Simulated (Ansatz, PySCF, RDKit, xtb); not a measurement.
C2H6 (SMILES CC) and CH6Si (SMILES C[SiH3]) are pulled apart as rigid monomers along the line of their centres of mass, from the B3LYP-D3(BJ)/def2-TZVP minimum. Starting geometry (charge 0, multiplicity 1):
```xyz
16

C      0.879     0.087     0.455
C     -0.510     0.682     0.245
H      1.557     0.367    -0.353
H      0.842    -1.003     0.494
H      1.326     0.432     1.389
H     -0.477     1.773     0.227
H     -1.195     0.384     1.040
H     -0.943     0.350    -0.701
C     -0.489     0.859     4.154
Si    -0.125    -0.977     4.030
H      0.026     1.298     5.011
H     -1.559     1.034     4.279
H     -0.164     1.386     3.256
H      1.327    -1.214     3.849
H     -0.843    -1.580     2.881
H     -0.560    -1.674     5.265
```

Interaction energies with rigid monomers; basis-set methods are counterpoise corrected unless marked otherwise.

Frozen-core correlation.

The values were computed with Ansatz (an electronic-structure program) with Gaussian orbitals; PySCF for the dispersion terms; RDKit for the force fields; xtb for the GFN methods. 

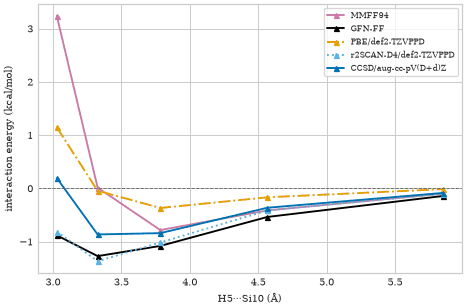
Fig. 1. Interaction energy against separation

Q: Which level binds most strongly at H5···Si10 = 3.33, and by how much?

A: r2SCAN-D4/def2-TZVPPD, -1.4 kcal/mol.
